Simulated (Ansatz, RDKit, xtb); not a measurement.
# C4H4FNS: ranking a sample of isomers, part 2 of 2

A sample of isomers of C4H4FNS is drawn. Aim: find which of them has the lowest free energy at 298.15 K, then its properties. The sample is small against all isomers, and the most stable one of this formula need not be in it.

xtb, Ansatz and PySCF; isolated molecules. Earlier steps stand in the parts before.

## 7. Vibrations and thermal terms

The lowest few go on as finalists. In this search the thermal terms come from GFN2-xTB at its own nearest minimum. The first, c923a:

start.xyz

```xyz
11
c923a
C      0.990816    -0.200145    -0.814944
C     -0.010636    -1.130524    -0.616401
C      0.458786    -1.976100     0.450449
C      1.718167    -1.527665     0.838802
F      1.079533     0.817938    -1.671621
N      2.031314    -0.436171     0.048647
S     -0.332765    -3.423206     1.098839
H     -0.953803    -1.208802    -1.164220
H     -1.341765    -2.788447     1.766693
H      2.400119    -1.903884     1.606984
H      2.887775     0.115330     0.085122
```

Started as:

```
$ xtb start.xyz --gfn 2 --ohess tight
```

Output, shortened:

```text
* xtb version 6.7.1
[...]
          :  # basis functions                  38          :
[...]
          :  # electrons                        38          :
[...]
          :  Hamiltonian                  GFN2-xTB          :
[...]
          :  net charge                          0          :
          :  unpaired electrons                  0          :
[...]
   *** convergence criteria satisfied after 11 iterations ***
[...]
   *** GEOMETRY OPTIMIZATION CONVERGED AFTER 25 ITERATIONS ***
[...]
   *** convergence criteria satisfied after 3 iterations ***
[...]
         ::                     SUMMARY                     ::
         :::::::::::::::::::::::::::::::::::::::::::::::::::::
         :: total energy             -21.491843424136 Eh    ::
         :: gradient norm              0.000034831472 Eh/a0 ::
         :: HOMO-LUMO gap              4.240504261593 eV    ::
         ::.................................................::
         :: SCC energy               -21.732769797526 Eh    ::
         :: -> isotropic ES            0.017919069624 Eh    ::
         :: -> anisotropic ES          0.001580274850 Eh    ::
         :: -> anisotropic XC          0.003806838442 Eh    ::
         :: -> dispersion             -0.008309670826 Eh    ::
         :: repulsion energy           0.240926373391 Eh    ::
         :: add. restraining           0.000000000000 Eh    ::
         :: total charge              -0.000000000000 e     ::
         :::::::::::::::::::::::::::::::::::::::::::::::::::::
[...]
        19        2.0000           -0.3652641              -9.9393 (HOMO)
        20                         -0.2094284              -5.6988 (LUMO)
[...]
molecular dipole:
                 x           y           z       tot (Debye)
 q only:        0.329       0.054       0.110
   full:        0.552       0.340      -0.067       1.657
molecular quadrupole (traceless):
[...]
          | TOTAL ENERGY              -21.491843424136 Eh   |
          | TOTAL ENTHALPY            -21.413141249731 Eh   |
          | TOTAL FREE ENERGY         -21.451796242573 Eh   |
          | GRADIENT NORM               0.000034808150 Eh/α |
[...]
```

It took 0.31 s on 2 threads of Arm Neoverse V1, shared host.

## 8. Zero-point energy and free-energy terms

As xtb prints them, at 298.15 K, with its own treatment of low modes:

```
label          SMILES     spin  lowest mode (cm⁻¹)  zero-point (kcal/mol)  G − E (kcal/mol)
c923a  Fc1cc(S)c[nH]1  singlet                 146                   44.6              25.1
c757a    Fc1[nH]ccc1S  singlet                 147                   44.6              25.1
c159a    Fc1c[nH]cc1S  singlet                 171                   44.6              25.2
c351a       Fc1cccn1S  singlet                 131                   44.1              24.6
c116a     Fc1ccn(S)c1  singlet                 130                   44.2              24.7
```

## 9. Energies at the top level

Each finalist gets a single point at CCSD(T)/def2-SVP + MP2/def2-TZVPP - MP2/def2-SVP.

c923a, CCSD(T)/def2-SVP:

input.yaml

```yaml
crystal:
  periodic: [false, false, false]
  atoms:
    - {symbol: C, position_ang: [0.990816, -0.200145, -0.814944]}
    - {symbol: C, position_ang: [-0.010636, -1.130524, -0.616401]}
    - {symbol: C, position_ang: [0.458786, -1.976100, 0.450449]}
    - {symbol: C, position_ang: [1.718167, -1.527665, 0.838802]}
    - {symbol: F, position_ang: [1.079533, 0.817938, -1.671621]}
    - {symbol: N, position_ang: [2.031314, -0.436171, 0.048647]}
    - {symbol: S, position_ang: [-0.332765, -3.423206, 1.098839]}
    - {symbol: H, position_ang: [-0.953803, -1.208802, -1.164220]}
    - {symbol: H, position_ang: [-1.341765, -2.788447, 1.766693]}
    - {symbol: H, position_ang: [2.400119, -1.903884, 1.606984]}
    - {symbol: H, position_ang: [2.887775, 0.115330, 0.085122]}
basis:
  gaussian: {orbitals: def2-SVP}
correlation: {method: ccsd_t, frozen_orbitals: {"N": 1, C: 1, F: 1, S: 5, H: 0}}
```

Started as:

```
$ ansatz run input.yaml --threads 2 --pin off --max-ram 5220MiB --events-out events.jsonl --progress --plain --runs-dir runs
```

Output, shortened:

```text
Warning: RAYON_NUM_THREADS=2 ignored (pool sized by the plan → 2); use --threads N
Functional definition: HF
  name "HF"
[...]
1223 factors; integrals over basis functions are off by at most 1.3e-3 eV
[...]
mean field -19179.22781724 eV, -704.8236221360 hartree, gradient 6.2e-6 eV, S^2 0.000000; 0 other end points of the search recorded, 0 dependent functions left out
11 core orbitals not correlated: weight in the atoms' cores, before any rotation towards them, 1.000 or more for the frozen orbitals, at most 0.000 for the correlated occupied ones
reference -19179.22781724 eV, -704.8236221360 hartree; 19, 19 occupied and 92, 92 virtual orbitals, 1223 factors
second order -27.19882552 eV of doubles, -0.00000000 eV of singles
cycle   1  -27.36660493 eV  change   -1.7e-1 eV  update   1.2e-1
[...]
cycle   9  -28.23324402 eV  change   -2.9e-5 eV  update   4.3e-5
perturbative correction -1.04442504 eV, -0.0383819122 hartree
Total energy: -19208.50548629 eV, -705.8995566287 hartree
```

Run time: 32 s. Hardware: 2 threads of Arm Neoverse V1, shared host; peak memory 0.75 GiB.

## 10. c923a at MP2/def2-TZVPP

Edit input.yaml of step 9 so:

```diff
@@ -8,3 +8,3 @@
     - {symbol: F, position_ang: [1.079533, 0.817938, -1.671621]}
-    - {symbol: N, position_ang: [2.031314, -0.436171, 0.048647]}
+    - {symbol: "N", position_ang: [2.031314, -0.436171, 0.048647]}
     - {symbol: S, position_ang: [-0.332765, -3.423206, 1.098839]}
@@ -15,3 +15,6 @@
 basis:
-  gaussian: {orbitals: def2-SVP}
-correlation: {method: ccsd_t, frozen_orbitals: {"N": 1, C: 1, F: 1, S: 5, H: 0}}
+  gaussian:
+    orbitals: def2-TZVPP
+correlation:
+  method: mp2
+  frozen_orbitals: {"N": 1, C: 1, F: 1, S: 5, H: 0}
```

Started as:

```
$ ansatz run input.yaml --threads 2 --pin off --max-ram 5220MiB --events-out events.jsonl --progress --plain --runs-dir runs
```

Output:

```text
Warning: RAYON_NUM_THREADS=2 ignored (pool sized by the plan → 2); use --threads N
[... 2 set-up lines as earlier in the session ...]
  exchange = exact_x
  correlation = 0
1746 factors; integrals over basis functions are off by at most 9.2e-4 eV
mean field evaluation 1: about -19188.1296 eV, gradient 3.9e1 eV
mean field evaluation 2: about -19188.5623 eV, gradient 3.9e1 eV
mean field evaluation 4: about -19192.5627 eV, gradient 5.1e0 eV
mean field evaluation 8: about -19192.6570 eV, gradient 4.5e-1 eV
mean field evaluation 16: about -19192.6585 eV, gradient 1.8e-6 eV
mean field -19192.65848040 eV, -705.3171899034 hartree, gradient 1.8e-6 eV, S^2 0.000000; 0 other end points of the search recorded, 0 dependent functions left out
11 core orbitals not correlated: weight in the atoms' cores, before any rotation towards them, 1.000 or more for the frozen orbitals, at most 0.000 for the correlated occupied ones
reference -19192.65848040 eV, -705.3171899034 hartree; 19, 19 occupied and 254, 254 virtual orbitals, 1746 factors
second order -34.19977441 eV of doubles, -0.00000000 eV of singles
Total energy: -19226.85825480 eV, -706.5740084313 hartree
```

Run time: 17 s. Hardware: 2 threads of Arm Neoverse V1, shared host; peak memory 0.81 GiB.

## 11. c757a at CCSD(T)/def2-SVP

input.yaml

```yaml
crystal:
  periodic: [false, false, false]
  atoms:
    - {symbol: C, position_ang: [0.767783, -0.173558, 0.351980]}
    - {symbol: C, position_ang: [0.028308, -2.184888, 1.013277]}
    - {symbol: C, position_ang: [0.700606, -2.363446, -0.184070]}
    - {symbol: C, position_ang: [1.186818, -1.079498, -0.617474]}
    - {symbol: F, position_ang: [0.944804, 1.139903, 0.441850]}
    - {symbol: "N", position_ang: [0.077364, -0.833613, 1.330244]}
    - {symbol: S, position_ang: [2.035834, -0.667727, -2.112065]}
    - {symbol: H, position_ang: [-0.334366, -0.386465, 2.148613]}
    - {symbol: H, position_ang: [-0.484883, -2.896937, 1.667039]}
    - {symbol: H, position_ang: [0.842567, -3.308234, -0.719267]}
    - {symbol: H, position_ang: [3.309046, -0.908043, -1.675284]}
basis:
  gaussian:
    orbitals: def2-SVP
total_charge: 0
correlation:
  method: ccsd_t
  frozen_orbitals: {"N": 1, C: 1, F: 1, S: 5, H: 0}
```

Started as:

```
$ ansatz run input.yaml --threads 2 --pin off --max-ram 5220MiB --events-out events.jsonl --progress --plain --runs-dir runs
```

Output, shortened:

```text
Warning: RAYON_NUM_THREADS=2 ignored (pool sized by the plan → 2); use --threads N
[... 2 set-up lines as earlier in the session ...]
[...]
1225 factors; integrals over basis functions are off by at most 1.3e-3 eV
[...]
mean field -19179.22742842 eV, -704.8236078471 hartree, gradient 1.6e-6 eV, S^2 0.000000; 0 other end points of the search recorded, 0 dependent functions left out
11 core orbitals not correlated: weight in the atoms' cores, before any rotation towards them, 1.000 or more for the frozen orbitals, at most 0.000 for the correlated occupied ones
reference -19179.22742842 eV, -704.8236078471 hartree; 19, 19 occupied and 92, 92 virtual orbitals, 1225 factors
second order -27.18664420 eV of doubles, -0.00000000 eV of singles
cycle   1  -27.35917895 eV  change   -1.7e-1 eV  update   1.2e-1
[...]
cycle   9  -28.22788160 eV  change   -3.3e-5 eV  update   3.9e-5
perturbative correction -1.04344871 eV, -0.0383460327 hartree
Total energy: -19208.49875873 eV, -705.8993093951 hartree
```

It took 36 s on 2 threads of Arm Neoverse V1, shared host; peak memory 0.75 GiB.

For c159a, c116a the log finds that unrestricted Hartree-Fock orbitals lie lower, a sign to watch the closed-shell reference there.

## 12. Putting it together

Energies in kcal/mol from c923a; G adds the thermal terms to the CCSD(T)/def2-SVP + MP2/def2-TZVPP - MP2/def2-SVP energy. The columns left of the relaxed level are at the tight-binding geometries.

```
label          SMILES     spin  GFN2-xTB  HF/STO-3G  r2SCAN-D4/def2-SVP  PBE-D3(BJ)/def2-SVP  HF/def2-SVP  MP2/def2-SVP  CCSD(T)/def2-SVP + MP2/def2-TZVPP - MP2/def2-SVP     G  share at equilibrium     T1
c923a  Fc1cc(S)c[nH]1  singlet       0.0        0.0                 0.0                  0.0          0.0           0.0                                               0.0   0.0                71.3 %  0.011
c757a    Fc1[nH]ccc1S  singlet       1.8        0.7                 1.1                  0.4          0.0           0.3                                               0.5   0.5                28.4 %  0.011
c159a    Fc1c[nH]cc1S  singlet       3.0        2.4                 1.9                  2.8          5.0           3.8                                               3.2   3.3                 0.3 %  0.012
c116a     Fc1ccn(S)c1  singlet       6.9        7.8                14.8                 15.3         15.5          16.3                                              13.7  13.2               < 0.1 %  0.012
c351a       Fc1cccn1S  singlet       8.2        9.4                18.9                 14.8         14.6          15.7                                              13.8  13.3               < 0.1 %  0.012
```

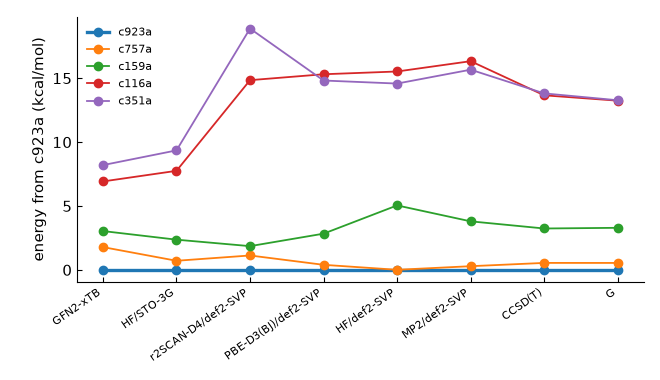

The finalists at each level, measured from c923a.

Lowest found: c923a, `Fc1cc(S)c[nH]1`, a singlet. Bond lengths: C1–C2 1.381 Å, C2–C3 1.440 Å, C3–C4 1.392 Å, C1–F5 1.334 Å, C1–N6 1.373 Å, C4–N6 1.383 Å, C3–S7 1.772 Å, C2–H8 1.094 Å, S7–H9 1.366 Å, C4–H10 1.094 Å, N6–H11 1.019 Å. Some angles: C1–C2–C3 105.4°, C2–C1–F5 130.9°, C2–C1–N6 110.1°, F5–C1–N6 119.0°, C2–C3–C4 108.2°, C2–C3–S7 127.2°, C4–C3–S7 124.4°, C3–C4–N6 107.4°, C1–N6–C4 108.9°, C1–C2–H8 127.0°.

```xyz
11

C     0.9908   -0.2001   -0.8149
C    -0.0106   -1.1305   -0.6164
C     0.4588   -1.9761    0.4504
C     1.7182   -1.5277    0.8388
F     1.0795    0.8179   -1.6716
N     2.0313   -0.4362    0.0486
S    -0.3328   -3.4232    1.0988
H    -0.9538   -1.2088   -1.1642
H    -1.3418   -2.7884    1.7667
H     2.4001   -1.9039    1.6070
H     2.8878    0.1153    0.0851
```

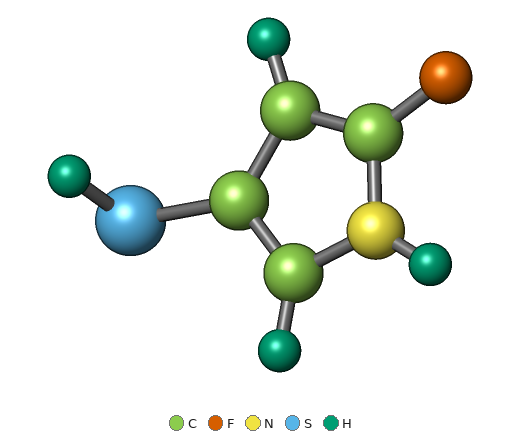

The lowest structure found, seen from a chosen angle (carbon green, fluorine orange, nitrogen yellow, sulfur blue, hydrogen teal).

## 13. What came out

What follows sums up all 2 parts.

| quantity | value |
| --- | --- |
| lowest structure found | Fc1cc(S)c[nH]1, singlet |
| next finalist | Fc1[nH]ccc1S, singlet, 0.5 kcal/mol higher in G |
| share at equilibrium, among the finalists | 71.3 % |
| funnel | 5 starts, 5 minima at GFN2-xTB from these starts (8 with those found later), 8 screening runs, 5 relaxed, 5 ranked |
| CPU time of all runs | 14 min |

What this shows: The lowest structure found is `Fc1cc(S)c[nH]1`. Its margin of 0.5 kcal/mol is inside the likely error of CCSD(T)/def2-SVP + MP2/def2-TZVPP - MP2/def2-SVP with harmonic terms (about 1.5 kcal/mol), so the order of the first two is not settled. GFN2-xTB, HF/STO-3G, r2SCAN-D4/def2-SVP, PBE-D3(BJ)/def2-SVP, HF/def2-SVP and MP2/def2-SVP already put its bonding pattern lowest among the structures in one piece. The largest share of the time went into the final energies (53 % of the CPU time that the search's summary counts). The search is not exhaustive (a finite list of starts, one conformer a finalist), so a lower isomer can't be ruled out. Only 5 drawn patterns were tried, so whole families of isomers are missing, and the result ranks this sample alone. The lowest isomer need not be the one that is made and kept in a bottle, which depends on barriers.
